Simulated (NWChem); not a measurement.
# the pair BNH3Cl···C2H2, step by step

Wanted: the energy (singlet C2H5BClN, B97-D/pcseg-1), then a single-point energy (singlet BNH3Cl, B97-D/pcseg-1), then a single-point energy (singlet C2H2, B97-D/pcseg-1), then a single-point energy (singlet BNH3Cl, B97-D/pcseg-1), then the energy (singlet C2H2, B97-D/pcseg-1) of C2H5BClN and its partners. 

Program for the calculation: NWChem 7.3.0.

### 1 Starting point

C2H5BClN has 10 atoms, charge 0, and is taken as a singlet. The two molecules were placed rigidly side by side, at 0.85 times their contact distance; the pair isn't optimised.

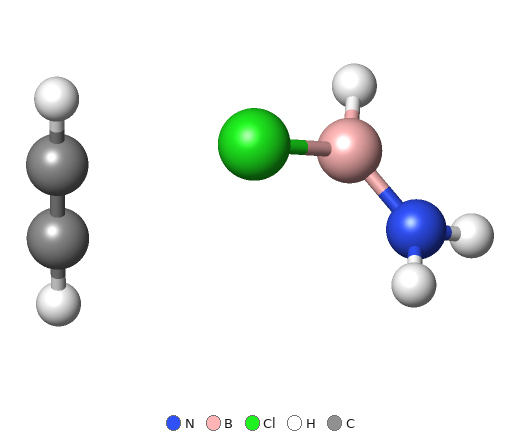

The structure, seen from a chosen angle (nitrogen blue, boron pink, chlorine green, hydrogen white, carbon grey).

### 2 The energy at B97-D/pcseg-1 (run 1)

c2h5bcln.nw

```
start c2h5bcln
title "C2H5BClN"
memory 2200 mb

geometry units angstroms noautosym nocenter noautoz
   N    -0.402650    0.002880   -0.650330
   B     0.362550   -0.148220    0.491370
   Cl    0.522850    1.199980    1.623670
   H    -0.518850   -0.738620   -1.318930
   H    -0.885650    0.855180   -0.880530
   H     0.921750   -1.171220    0.734770
   C     3.708480    2.300060    0.544480
   C     3.351170    2.085420    1.666580
   H     4.026350    2.491030   -0.453620
   H     3.033300    1.894450    2.664690
end

basis spherical bse
   * library pcseg-1
end

dft
   xc becke97-d
   grid fine
   convergence energy 1e-08
   maxiter 100
   mulliken
   print low
end

task dft energy
```

Launch:

```bash
$ nwchem c2h5bcln.nw > c2h5bcln.out
```

Standard output (excerpt; [...] marks lines left out):

```text
[...]
 d= 0,ls=0.0,diis     1   -618.8222916369 -7.92D+02  9.63D-03  5.36D-01     2.2
[...]
 d= 0,ls=0.0,diis    11   -618.8887969974 -5.35D-09  4.43D-07  4.32D-09    20.0
         Total DFT energy =     -618.888796997437
      One electron energy =    -1192.945100227182
           Coulomb energy =      452.694793123563
    Exchange-Corr. energy =      -51.835947646158
 Nuclear repulsion energy =      173.203784632739
    Dispersion correction =       -0.006326880399
[...]
      Total Density - Mulliken Population Analysis
     ---------------------------------------------
    Atom       Charge   Shell Charges
 -----------   ------   -------------------------------------------------------
    1 N    7     7.31   1.99  0.83  0.56  2.56  1.36  0.01
    2 B    5     4.80   1.99  0.66  0.21  1.57  0.29  0.06
    3 Cl  17    17.26   2.00  1.99  1.26  0.69  5.99  3.89  1.41  0.03
    4 H    1     0.82   0.74  0.05  0.04
    5 H    1     0.82   0.73  0.05  0.04
    6 H    1     0.98   0.79  0.18  0.01
    7 C    6     6.06   1.99  0.74  0.61  2.07  0.62  0.02
    8 C    6     6.04   1.99  0.75  0.61  2.06  0.61  0.02
    9 H    1     0.96   0.76  0.17  0.02
   10 H    1     0.94   0.76  0.16  0.02
[...]
```

Wall time 21 s (1 thread of Intel Xeon Platinum 8488C (Sapphire Rapids), shared host); peak memory 0.12 GiB.

### 3 BNH3Cl: a single-point energy at B97-D/pcseg-1 (run 2)

bclh3n.nw

```
START bclh3n
TITLE "BClH3N"
memory 2200 mb
GEOMETRY units angstroms noautosym nocenter noautoz
 N     -0.402650     0.002880    -0.650330
 B      0.362550    -0.148220     0.491370
 Cl     0.522850     1.199980     1.623670
 H     -0.518850    -0.738620    -1.318930
 H     -0.885650     0.855180    -0.880530
 H      0.921750    -1.171220     0.734770
END
BASIS spherical bse
 N library pcseg-1
 B library pcseg-1
 Cl library pcseg-1
 H library pcseg-1
END
DFT
 xc becke97-d
 grid fine
 convergence energy 1e-08
 iterations 100
 mulliken
 print low
END
TASK dft energy
```

Launch:

```bash
$ nwchem bclh3n.nw > bclh3n.out
```

Standard output (excerpt; [...] marks lines left out):

```text
[...]
 d= 0,ls=0.0,diis     1   -541.5912925536 -6.27D+02  1.36D-02  3.41D-01     0.9
[...]
 d= 0,ls=0.0,diis     8   -541.6344328706 -2.69D-09  5.48D-06  1.26D-07     5.7
         Total DFT energy =     -541.634432870607
      One electron energy =     -914.764951582905
           Coulomb energy =      328.116136702611
    Exchange-Corr. energy =      -40.381056723215
 Nuclear repulsion energy =       85.398159723258
    Dispersion correction =       -0.002720990356
[...]
      Total Density - Mulliken Population Analysis
     ---------------------------------------------
    Atom       Charge   Shell Charges
 -----------   ------   -------------------------------------------------------
    1 N    7     7.31   1.99  0.83  0.56  2.56  1.36  0.01
    2 B    5     4.81   1.99  0.66  0.22  1.58  0.30  0.06
    3 Cl  17    17.26   2.00  1.99  1.26  0.69  5.99  3.89  1.41  0.03
    4 H    1     0.82   0.73  0.05  0.04
    5 H    1     0.82   0.73  0.05  0.04
    6 H    1     0.98   0.79  0.18  0.01
[...]
```

It took 6.3 s on 1 thread of Intel Xeon Platinum 8488C (Sapphire Rapids), shared host; peak memory 0.11 GiB.

### 4 C2H2: the energy at B97-D/pcseg-1 (run 3)

mol.nw

```
start mol
title "C2H2 energy"
memory 2200 mb
geometry noautosym nocenter noautoz
C        3.708480       2.300060       0.544480
C        3.351170       2.085420       1.666580
H        4.026350       2.491030      -0.453620
H        3.033300       1.894450       2.664690
end
basis spherical bse
* library pcseg-1
end
dft
xc becke97-d
grid fine
convergence energy 1e-08
maxiter 100
mulliken
print low
end
task dft energy
```

Launch:

```bash
$ nwchem mol.nw > mol.out
```

Standard output (excerpt; [...] marks lines left out):

```text
[...]
 d= 0,ls=0.0,diis     1    -77.2354667782 -1.02D+02  1.19D-02  1.94D-01     0.3
[...]
 d= 0,ls=0.0,diis     7    -77.2589864095 -1.31D-09  3.29D-06  4.83D-08     1.4
         Total DFT energy =      -77.258986409549
      One electron energy =     -152.043574653427
           Coulomb energy =       61.383595212554
    Exchange-Corr. energy =      -11.443753162624
 Nuclear repulsion energy =       24.845413015963
    Dispersion correction =       -0.000666822016
[...]
      Total Density - Mulliken Population Analysis
     ---------------------------------------------
    Atom       Charge   Shell Charges
 -----------   ------   -------------------------------------------------------
    1 C    6     6.05   1.99  0.75  0.61  2.06  0.61  0.02
    2 C    6     6.05   1.99  0.75  0.61  2.06  0.61  0.02
    3 H    1     0.95   0.76  0.17  0.02
    4 H    1     0.95   0.76  0.17  0.02
[...]
```

Run time: 2 s. Hardware: 1 thread of Intel Xeon Platinum 8488C (Sapphire Rapids), shared host; peak memory 0.11 GiB.

### 5 BNH3Cl among ghost functions: a single-point energy at B97-D/pcseg-1 (with ghost functions) (run 4)

calc.nw

```
start calc
title "BClH3N energy"
memory total 2200 mb

geometry noautosym nocenter noautoz
   N       -0.402650       0.002880      -0.650330
   B        0.362550      -0.148220       0.491370
   Cl       0.522850       1.199980       1.623670
   H       -0.518850      -0.738620      -1.318930
   H       -0.885650       0.855180      -0.880530
   H        0.921750      -1.171220       0.734770
   bqC      3.708480     2.300060     0.544480
   bqC      3.351170     2.085420     1.666580
   bqH      4.026350     2.491030    -0.453620
   bqH      3.033300     1.894450     2.664690
end

basis "ao basis" spherical bse
   N library pcseg-1
   B library pcseg-1
   Cl library pcseg-1
   H library pcseg-1
   bqC library C pcseg-1
   bqH library H pcseg-1
end

dft
   xc becke97-d
   grid fine
   convergence energy 1e-08
   iterations 100
   mulliken
   noprint "final vectors analysis"
end

task dft energy
```

Launch:

```bash
$ nwchem calc.nw > calc.out
```

Standard output (excerpt; [...] marks lines left out):

```text
[...]
          Wavefunction type:  closed shell.
          No. of atoms     :    10
          No. of electrons :    32
[...]
          Charge           :     0
          Spin multiplicity:     1
[...]
          AO basis - number of functions:    99
[...]
              XC Information
              --------------
                   Becke 97-D Method XC Functional
                  Becke 1997-D Exchange Functional  1.000
                Becke 1997-D Correlation Potential  1.000
[...]
 d= 0,ls=0.0,diis     1   -541.5914599102 -6.27D+02  8.44D-03  3.42D-01     2.0
[...]
 d= 0,ls=0.0,diis     8   -541.6346463992 -2.80D-09  3.34D-06  1.24D-07    13.9
         Total DFT energy =     -541.634646399219
      One electron energy =     -914.760398653170
           Coulomb energy =      328.110770407735
    Exchange-Corr. energy =      -40.380456886686
 Nuclear repulsion energy =       85.398159723258
    Dispersion correction =       -0.002720990356
[...]
      Total Density - Mulliken Population Analysis
     ---------------------------------------------
    Atom       Charge   Shell Charges
 -----------   ------   -------------------------------------------------------
    1 N    7     7.31   1.99  0.83  0.56  2.56  1.36  0.01
    2 B    5     4.81   1.99  0.66  0.22  1.58  0.30  0.06
    3 Cl  17    17.27   2.00  1.99  1.26  0.69  5.99  3.89  1.41  0.03
    4 H    1     0.82   0.73  0.05  0.04
    5 H    1     0.82   0.73  0.05  0.04
    6 H    1     0.98   0.79  0.18  0.01
    7 X    0    -0.00   0.00  0.00 -0.00  0.00  0.00  0.00
    8 X    0    -0.01   0.00  0.00  0.00  0.00 -0.01 -0.00
    9 X    0     0.00  -0.00  0.00  0.00
   10 X    0     0.00   0.00  0.00 -0.00
[...]
```

Run time: 15 s. Hardware: 1 thread of Intel Xeon Platinum 8488C (Sapphire Rapids), shared host; peak memory 0.12 GiB.

### 6 C2H2 among ghost functions: a single-point energy at B97-D/pcseg-1 (with ghost functions) (run 5)

input.nw

```
START input
memory 2200 mb
GEOMETRY units angstroms noautosym nocenter noautoz
C        3.708480       2.300060       0.544480
C        3.351170       2.085420       1.666580
H        4.026350       2.491030      -0.453620
H        3.033300       1.894450       2.664690
bqN     -0.402650     0.002880    -0.650330
bqB      0.362550    -0.148220     0.491370
bqCl     0.522850     1.199980     1.623670
bqH     -0.518850    -0.738620    -1.318930
bqH     -0.885650     0.855180    -0.880530
bqH      0.921750    -1.171220     0.734770
END
BASIS spherical bse
C library pcseg-1
H library pcseg-1
bqN library N pcseg-1
bqB library B pcseg-1
bqCl library Cl pcseg-1
bqH library H pcseg-1
END
DFT
xc becke97-d
grid fine
convergence energy 1e-08
maxiter 100
mulliken
print low
END
TASK dft energy
```

Launch:

```bash
$ nwchem input.nw > input.out
```

Standard output (excerpt; [...] marks lines left out):

```text
[...]
 d= 0,ls=0.0,diis     1    -77.2355408140 -1.02D+02  4.65D-03  1.95D-01     1.7
[...]
 d= 0,ls=0.0,diis     8    -77.2591854861 -1.36D-11  2.70D-07  7.96D-10    12.6
         Total DFT energy =      -77.259185486145
      One electron energy =     -152.038086012579
           Coulomb energy =       61.377219545584
    Exchange-Corr. energy =      -11.443065213096
 Nuclear repulsion energy =       24.845413015963
    Dispersion correction =       -0.000666822016
[...]
      Total Density - Mulliken Population Analysis
     ---------------------------------------------
    Atom       Charge   Shell Charges
 -----------   ------   -------------------------------------------------------
    1 C    6     6.05   1.99  0.75  0.62  2.06  0.61  0.02
    2 C    6     6.05   1.99  0.75  0.61  2.06  0.61  0.02
    3 H    1     0.95   0.76  0.17  0.02
    4 H    1     0.95   0.76  0.16  0.02
    5 X    0    -0.00   0.00  0.00 -0.00 -0.00 -0.00 -0.00
    6 X    0     0.00  -0.00 -0.00  0.00  0.00  0.00  0.00
    7 X    0    -0.00  -0.00 -0.00  0.00 -0.00  0.00 -0.00  0.00 -0.00
    8 X    0     0.00   0.00  0.00  0.00
    9 X    0     0.00  -0.00  0.00 -0.00
   10 X    0     0.00  -0.00  0.00  0.00
[...]
```

It took 13 s on 1 thread of Intel Xeon Platinum 8488C (Sapphire Rapids), shared host; peak memory 0.12 GiB.

### 7 Summary of results

```
                                                                                                                  quantity          value
                                                                                        run 1, B97-D/pcseg-1: total energy  -618.88880 Eh
                                                                                   run 1, B97-D/pcseg-1: dispersion energy  -16.61 kJ/mol
                                                                                                      BNH3Cl: total energy  -541.63443 Eh
                                                                                                 BNH3Cl: dispersion energy   -7.14 kJ/mol
                                                                                                        C2H2: total energy   -77.25899 Eh
                                                                                                   C2H2: dispersion energy   -1.75 kJ/mol
                                                                                BNH3Cl among ghost functions: total energy  -541.63465 Eh
                                                                               BNH3Cl among ghost functions: dipole moment         2.96 D
                                                                           BNH3Cl among ghost functions: dispersion energy   -7.14 kJ/mol
                                                                                  C2H2 among ghost functions: total energy   -77.25919 Eh
                                                                             C2H2 among ghost functions: dispersion energy   -1.75 kJ/mol
              interaction energy of the rigid parts BNH3Cl and C2H2 (parts in their own basis; closest atoms 2.81 Å apart)       0.126 eV
interaction energy of the rigid parts BNH3Cl and C2H2 (parts in the whole basis, counterpoise; closest atoms 2.81 Å apart)       0.137 eV
```

The interaction energy of the rigid parts BNH3Cl and C2H2 (parts in their own basis; closest atoms 2.81 Å apart) is 0.13 eV (12.1 kJ/mol): the parts repel at this shape. Without counterpoise this holds the superposition error of the basis. The interaction energy of the rigid parts BNH3Cl and C2H2 (parts in the whole basis, counterpoise; closest atoms 2.81 Å apart) is 0.14 eV (3.2 kcal/mol): the parts repel at this shape. The basis-set superposition error is 1.1 kJ/mol. Mulliken charges (run 1, B97-D/pcseg-1) run from -0.31 on N1 to +0.20 on B2; they depend strongly on the basis.
